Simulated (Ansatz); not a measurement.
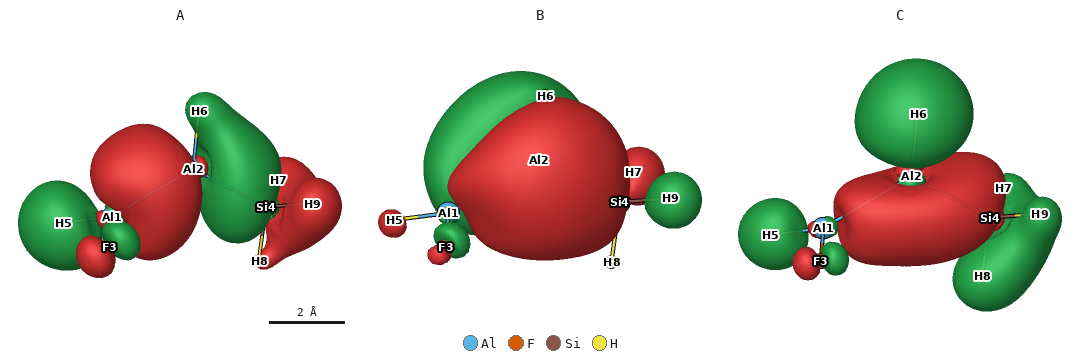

Al$_{2}$FH$_{5}$Si (SMILES [F][AlH][AlH][SiH3]). Three frontier orbitals at ±0.06 Å⁻³ᐟ² (green and red are the two phases), in no order.

Geometry: BLYP-D3(BJ)/def2-SVP.

The calculation used isolated molecule in a Gaussian basis; Kohn-Sham density functional theory, functional PBE0 in Ansatz.

The calculation's input:

```
basis:
  gaussian: {orbitals: def2-TZVPD}
crystal:
  periodic: [false, false, false]
  atoms:
    - symbol: Al
      position_ang: [-2.315940, -2.787470, -0.839604]
    - symbol: Al
      position_ang: [-2.976537, -0.549606, 0.295949]
    - symbol: F
      position_ang: [-1.964388, -4.079518, 0.195277]
    - symbol: Si
      position_ang: [-1.332696, 1.169959, 0.993015]
    - symbol: H
      position_ang: [-2.154514, -3.135653, -2.394520]
    - symbol: H
      position_ang: [-4.517241, -0.199970, 0.582883]
    - symbol: H
      position_ang: [-1.599513, 2.475078, 0.286385]
    - symbol: H
      position_ang: [0.093372, 0.786508, 0.701544]
    - symbol: H
      position_ang: [-1.434052, 1.438119, 2.472889]
hamiltonian: {xc: pbe0}
output: {forces: true, orbitals: {seedname: orbitals}}
```

Launched as:

```sh
ansatz run input.yaml --threads 1 --pin off --max-ram 2610MiB --events-out events.jsonl --progress --plain --runs-dir runs
```

Which picture is the HOMO−1, the HOMO and the LUMO?

Answer. C is the HOMO−1 (−8.04 eV). Its weight (Hirshfeld) is mainly on Al2 (about 35 %), H6 (about 25 %), Si4 (about 25 %) and Al1 (about 5 %). A is the HOMO (−7.06 eV). By Hirshfeld shares it lies mainly on Al2 (about 30 %), Al1 (about 30 %), Si4 (about 20 %) and H5 (about 10 %). B is the LUMO (−2.66 eV). It lies mainly on Al2 (about 65 %), Al1 (about 15 %) and Si4 (about 10 %).

What is the HOMO–LUMO gap?

Answer. 4.40 eV between the orbital energies.
